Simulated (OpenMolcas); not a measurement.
# Run report: Pr⁴⁺ complex, multiconfigurational calculation

- system: Pr⁴⁺ with 6 ligands (F; tetragonal octahedron, 2.16 Å), neutralised by 6 outer point charges of +0.33 e, whose field is part of the energies.
- method: state-averaged CASSCF, active space 1 electron in the shell 4f, basis ANO-RCC-VTZP on the metal and ANO-RCC-VDZP on the ligands, DKH2 scalar Hamiltonian, spin-orbit coupling by RASSI with atomic mean-field integrals (OpenMolcas)

**Log (extracts)**
```
--- SEWARD ---
Basis set label: PR.ANO-RCC...8S7P5D3F2G1H.

      Electronic valence basis set:
      ------------------
      Associated Effective Charge  59.000000 au
      Associated Actual Charge     59.000000 au
      Nuclear Model: Point charge

      Shell  nPrim  nBasis  Cartesian Spherical Contaminant
         s      25       8        X
         p      22       7        X
         d      15       5                 X
         f      11       3                 X
         g       4       2                 X
         h       2       1                 X
                  Relativistic Douglas-Kroll-Hess integrals:
                    - DKH order of Hamiltonian: 2
                    - DKH order of Properties : 0
                  Atomic mean-field integrals
--- RASSCF ---
Wave function specifications:
      -----------------------------

      Number of closed shell electrons         114
      Number of electrons in active shells       1
      Max number of holes in RAS1 space          0
      Max nr of electrons in RAS3 space          0
      Number of inactive orbitals               57
      Number of active orbitals                  7
      Number of secondary orbitals             124
      Spin quantum number                      0.5
      State symmetry                             2
Orbital specifications:
      -----------------------

      Symmetry species                           1   2
                                                ag  au
      Frozen orbitals                            0   0
      Inactive orbitals                         30  27
      Active orbitals                            0   7
      RAS1 orbitals                              0   0
      RAS2 orbitals                              0   7
      RAS3 orbitals                              0   0
      Secondary orbitals                        63  61
      Deleted orbitals                           0   0
      Number of basis functions                 93  95
      Number of CSFs                             7
      Number of root(s) required                 7
      Iter CI   SX   CI       RASSCF       Energy    max ROT     max BLB   max BLB  Level Ln srch  Step   QN
          iter iter root      energy       change     param      element    value   shift minimum  type update
 Nr of preliminary CI iterations:   1
      Total energies have been shifted. Add                -9000.00 au
        1   1   10    0  -826.68888792    0.00E+00  -8.43E-02   10  63 2 -4.45E-01*  1.20   0.00    SX    NO
        2   1   11    0  -827.73065285   -1.04E+00* -5.51E-02   24  35 1 -1.79E-01*  0.70   0.00    SX    NO
        3   1   11    0  -827.91628451   -1.86E-01* -2.52E-02   30  33 1  7.51E-02*  0.70   0.00    SX    NO
        4   1   10    0  -827.95011572   -3.38E-02*  1.36E-02   30  33 1  4.17E-02*  0.74   0.00    SX    NO
        5   1   10    0  -827.95878460   -8.67E-03* -1.35E-02   30  33 1  2.16E-02*  0.75   2.09    LS   YES
        6   1   10    0  -827.96208396   -3.30E-03* -3.60E-03   11  64 2  1.05E-02*  0.77   1.09    QN   YES
        7   1    9    0  -827.96271360   -6.30E-04* -3.96E-03   15  34 2  4.28E-03*  0.77   1.60    QN   YES
        8   1    9    0  -827.96296095   -2.47E-04* -1.49E-03   10  34 2  1.95E-03*  0.77   1.23    QN   YES
        9   1    8    0  -827.96299972   -3.88E-05* -8.80E-04   11  64 2 -1.08E-03*  0.77   1.59    LS   YES
       10   1    8    0  -827.96300598   -6.26E-06*  2.51E-04   12  44 2  1.18E-03*  0.77   1.00    QN   YES
       11   1    8    0  -827.96301431   -8.33E-06*  1.84E-04   12  44 2  4.75E-04*  0.77   1.73    LS   YES
       12   1    8    0  -827.96301613   -1.82E-06*  1.07E-04   10  63 2  3.84E-04*  0.77   1.00    QN   YES
       13   1    7    0  -827.96301684   -7.13E-07*  1.01E-04   24  35 1 -1.62E-04*  0.77   1.94    LS   YES
       14   1    7    0  -827.96301706   -2.20E-07*  5.49E-05   10  66 2  1.37E-04*  0.77   1.00    QN   YES
       15   1    6    0  -827.96301715   -8.72E-08* -3.31E-05   24  35 1 -6.42E-05   0.77   1.60    LS   YES
       16   1    6    0  -827.96301717   -1.53E-08* -1.89E-05   12  48 1  7.68E-05   0.77   1.01    QN   YES
       17   1    5    0  -827.96301718   -1.83E-08* -9.53E-06   12  33 1 -1.58E-05   0.77   1.37    QN   YES
       18   1    5    0  -827.96301719   -3.85E-09   3.35E-06   12  31 2 -6.34E-06   0.77   1.12    QN   YES
      Convergence after 18 iterations
       19   1    5    0  -827.96301719   -3.97E-10   3.35E-06   12  31 2 -3.65E-06   0.77   1.12    QN   YES
      Natural orbitals and occupation numbers for root  1
      sym 2:   0.000000   1.000000   0.000000   0.000000   0.000000   0.000000   0.000000
      Natural orbitals and occupation numbers for root  2
      sym 2:   0.000000   0.000000   1.000000   0.000000   0.000000   0.000000   0.000000
      Natural orbitals and occupation numbers for root  3
      sym 2:  -0.000000  -0.000000  -0.000000  -0.000000   1.000000   0.000000   0.000000
::    RASSCF root number  1 Total energy:  -9827.96961146
::    RASSCF root number  2 Total energy:  -9827.96623378
::    RASSCF root number  3 Total energy:  -9827.96623378
::    RASSCF root number  4 Total energy:  -9827.96458666
::    RASSCF root number  5 Total energy:  -9827.96233969
::    RASSCF root number  6 Total energy:  -9827.95605747
::    RASSCF root number  7 Total energy:  -9827.95605747
--- RASSI ---
SPIN-FREE ENERGIES:
  (Shifted by EMIN (a.u.) =      -9827.9696114603)

 SF State       Relative EMIN(au)   Rel lowest level(eV)    D:o, cm**(-1)

     1             0.0000000000        0.0000000000              0.0000
     2             0.0033776767        0.0919112645            741.3143
     3             0.0033776767        0.0919112645            741.3143
     4             0.0050248035        0.1367318679           1102.8169
     5             0.0072717720        0.1978749963           1595.9695
     6             0.0135539873        0.3688227845           2974.7564
     7             0.0135539873        0.3688227845           2974.7564
     Dipole printing threshold changed to   1.00000000E+00
Eigenvalues of complex Hamiltonian:
   -----------------------------------
  (Shifted by EMIN (a.u.) =      -9827.9696114603)

 SO State       Relative EMIN(au)   Rel lowest level(eV)    D:o, cm**(-1)

     1            -0.0061106143        0.0000000000              0.0000
     2            -0.0061106143        0.0000000000              0.0000
     3            -0.0021603867        0.1074911697            866.9748
     4            -0.0021603867        0.1074911697            866.9748
     5             0.0013891442        0.2040788264           1646.0067
     6             0.0013891442        0.2040788264           1646.0067
     7             0.0079607603        0.3829016116           3088.3098
     8             0.0079607603        0.3829016116           3088.3098
     9             0.0115975450        0.4818635641           3886.4917
    10             0.0115975450        0.4818635641           3886.4917
    11             0.0148207966        0.5695727066           4593.9137
    12             0.0148207966        0.5695727066           4593.9137
    13             0.0186626584        0.6741150927           5437.1049
    14             0.0186626584        0.6741150927           5437.1049
Weights of the five most important spin-orbit-free states for each spin-orbit state.

 SO State  Total energy (au)           Spin-free states, spin, and weights
 -------------------------------------------------------------------------------------------------------
    1        -0.006111       1 0.5  0.5672    3 0.5  0.1521    2 0.5  0.1521    4 0.5  0.1273    6 0.5  0.0006
    2        -0.006111       1 0.5  0.5672    3 0.5  0.1521    2 0.5  0.1521    4 0.5  0.1273    6 0.5  0.0006
    3        -0.002160       5 0.5  0.3419    3 0.5  0.2971    2 0.5  0.2971    6 0.5  0.0319    7 0.5  0.0319
    4        -0.002160       5 0.5  0.3419    3 0.5  0.2971    2 0.5  0.2971    6 0.5  0.0319    7 0.5  0.0319
    5         0.001389       4 0.5  0.4571    7 0.5  0.1840    6 0.5  0.1840    2 0.5  0.0873    3 0.5  0.0873
    6         0.001389       4 0.5  0.4571    7 0.5  0.1840    6 0.5  0.1840    2 0.5  0.0873    3 0.5  0.0873
    7         0.007961       1 0.5  0.4294    3 0.5  0.2122    2 0.5  0.2122    4 0.5  0.1444    7 0.5  0.0008
    8         0.007961       1 0.5  0.4294    3 0.5  0.2122    2 0.5  0.2122    4 0.5  0.1444    7 0.5  0.0008
    9         0.011598       5 0.5  0.6046    2 0.5  0.1931    3 0.5  0.1931    7 0.5  0.0047    6 0.5  0.0047
   10         0.011598       5 0.5  0.6046    2 0.5  0.1931    3 0.5  0.1931    7 0.5  0.0047    6 0.5  0.0047
   11         0.014821       7 0.5  0.3145    6 0.5  0.3145    4 0.5  0.2711    3 0.5  0.0483    2 0.5  0.0483
   12         0.014821       7 0.5  0.3145    6 0.5  0.3145    4 0.5  0.2711    3 0.5  0.0483    2 0.5  0.0483
```

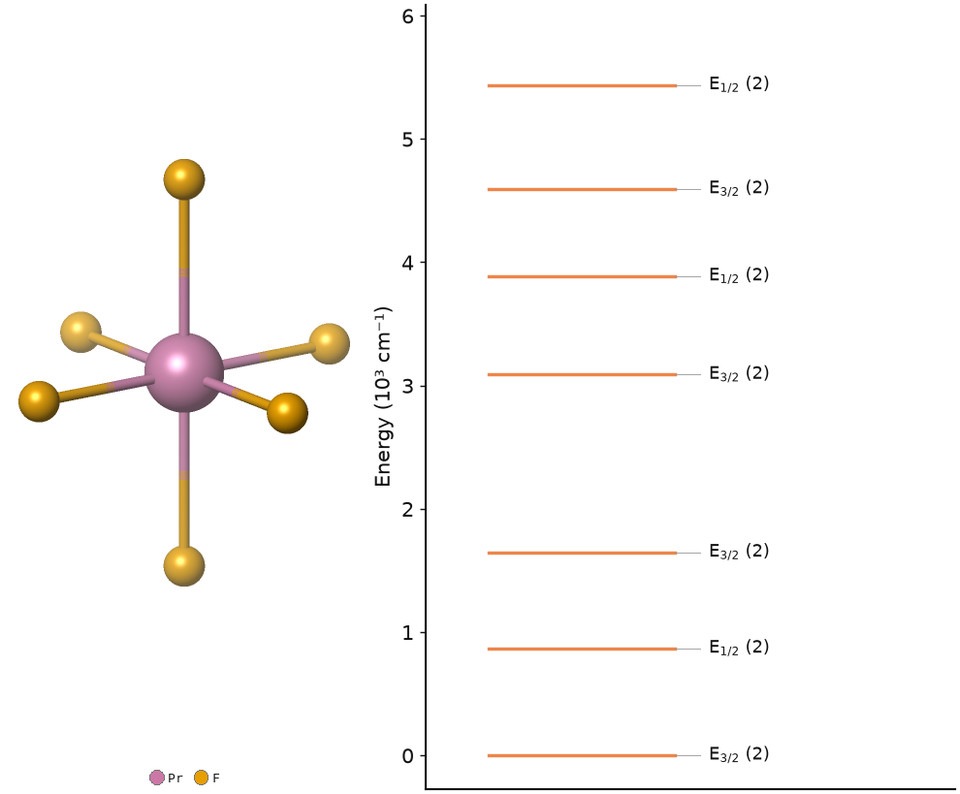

Fig. 1: Pr⁴⁺ (4f) with 6 ligands, F⁻, at 2.16 Å (arrangement: tetragonal octahedron, D4h), axial distortion 1.13, neutralised by outer point charges of +0.33 e, and its levels. Labels give the representation in O, Td, D4 or D3 as the site allows (double group for half-integer spin) where it could be assigned and, in brackets, the degeneracy; spin-free states, where drawn, share the zero of the spin-orbit levels. The ground level is E₃/₂, a Kramers doublet, 100 % from states of spin multiplicity 2, effective J = 2.57, with |mJ| = 3/2 the largest share (82 %). Its principal g values are 1.14, 1.14 and 1.16, isotropic. The next level lies at 867 cm⁻¹ (E₁/₂). The lowest J multiplet spreads over 1,650 cm⁻¹. The active orbitals hold 98 to 100 % metal character (Löwdin), and the Mulliken charge of the metal is +2.61.

**Input file**
```
&GATEWAY
Coord
7

Pr 0.0 0.0 0.0
F 2.160000 0.000000 0.000000
F 0.000000 2.160000 0.000000
F -2.160000 0.000000 0.000000
F 0.000000 -2.160000 0.000000
F 0.000000 0.000000 2.440800
F 0.000000 0.000000 -2.440800
Basis=Pr.ANO-RCC-VTZP,F.ANO-RCC-VDZP
Group=XYZ
NoMove
AngMom=0.0 0.0 0.0
AMFI
RICD
XField
3 Angstrom 0
4.760000 0.000000 0.000000 0.333333
0.000000 4.760000 0.000000 0.333333
0.000000 0.000000 5.040800 0.333333
&SEWARD
&RASSCF
FileOrb=start.orb
Symmetry=2
Spin=2
nActEl=1 0 0
Inactive=30 27
Ras2=0 7
CIRoot=7 7 1
SDav=7
CIMx=300
Iter=150 100
PrWF=0.3
OrbListing=Nothing
MaxOrb=0
LevShft=1.0
>>> COPY $Project.JobIph JOB001
&RASSI
NrOfJobIphs=1 7
1 2 3 4 5 6 7
IphNames
JOB001
EJob
SpinOrbit
DIPRint=1.0
SOCoupling=1000.0
Subsets=2
Property=9
'ANGMOM' 1 'ANGMOM' 2 'ANGMOM' 3 'MLTPL  1' 1 'MLTPL  1' 2 'MLTPL  1' 3
'AMFI' 1 'AMFI' 2 'AMFI' 3
SOProperty=3
'ANGMOM' 1 'ANGMOM' 2 'ANGMOM' 3
```

The file start.orb holds starting orbitals from an earlier step. A driver script formed the levels outside the program, from RASSI's spin-orbit matrix and the active-space energies, averaged over the components of each term or state.

Launched with:
```bash
OMP_NUM_THREADS=1 MOLCAS_MEM=2457 MOLCAS_PROJECT=a pymolcas a.inp > a.log  # once for each step of the input, in one work folder
```

**Key numbers**

- outcome: converged
- energy of the lowest spin-free term: −9827.96961 hartree
- energy of the lowest spin-orbit level: −9827.97572 hartree
- largest spread among components of a term: 0.0 cm⁻¹
- hardware: 1 thread of Arm Neoverse V1, 24 GiB of memory available, shared host
- wall time: 29 s
- peak memory: 0.65 GiB

**Remarks**

Limits: covalent bonds, ligand orbitals missing from the active space; distances are set from ionic radii, not optimised.
